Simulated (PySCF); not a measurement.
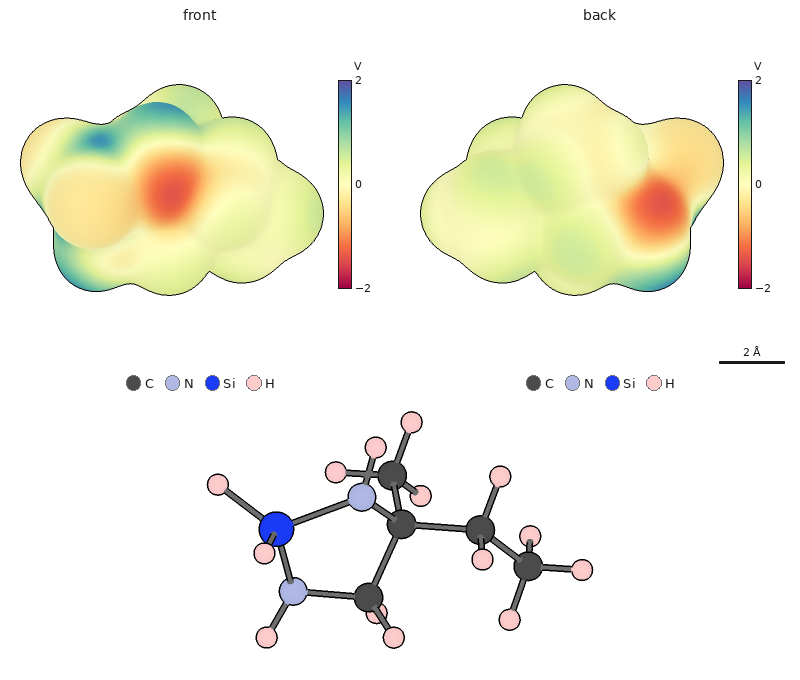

C5H14N2Si. The molecular electrostatic potential painted on the density surface at 0.002 e/bohr³, seen from the front and from behind; the colour scale runs from red (negative) to blue (positive). The bare structure is drawn below in the same view.

Geometry: GFN2-xTB.

Theory: PBE0/pcSseg-1, SCF density, gas phase, non-relativistic in PySCF.

```yaml
atoms:
  - { symbol: C, position_ang: [-2.4472, -0.5480, -0.5111] }
  - { symbol: C, position_ang: [-1.4339, 0.5870, -0.4215] }
  - { symbol: C, position_ang: [-0.0701, 0.1954, 0.1709] }
  - { symbol: C, position_ang: [-0.1965, -0.2130, 1.6421] }
  - { symbol: C, position_ang: [0.6051, -0.9268, -0.6339] }
  - { symbol: N, position_ang: [2.0314, -0.7723, -0.4501] }
  - { symbol: Si, position_ang: [2.4663, 0.8733, -0.2009] }
  - { symbol: N, position_ang: [0.8280, 1.3303, 0.0302] }
  - { symbol: H, position_ang: [-3.3603, -0.1878, -0.9802] }
  - { symbol: H, position_ang: [-2.7021, -0.9271, 0.4749] }
  - { symbol: H, position_ang: [-2.0596, -1.3699, -1.1071] }
  - { symbol: H, position_ang: [-1.8518, 1.3934, 0.1869] }
  - { symbol: H, position_ang: [-1.2548, 0.9905, -1.4207] }
  - { symbol: H, position_ang: [-0.5986, 0.6114, 2.2287] }
  - { symbol: H, position_ang: [0.7898, -0.4655, 2.0228] }
  - { symbol: H, position_ang: [-0.8483, -1.0749, 1.7566] }
  - { symbol: H, position_ang: [0.3220, -0.8386, -1.6920] }
  - { symbol: H, position_ang: [0.2887, -1.9104, -0.2723] }
  - { symbol: H, position_ang: [2.5790, -1.4162, -0.9953] }
  - { symbol: H, position_ang: [2.9775, 1.6527, -1.3328] }
  - { symbol: H, position_ang: [3.3822, 0.8992, 0.9441] }
  - { symbol: H, position_ang: [0.5426, 2.1367, 0.5599] }
```

### Describe the electrostatic potential map.

The most negative region (about −1.4 V) lies over N6 and N8, the most positive (about +1.5 V) over Si7, H19 and H22.

### How polar is the molecule by this calculation?

Its dipole moment is 0.68 D.
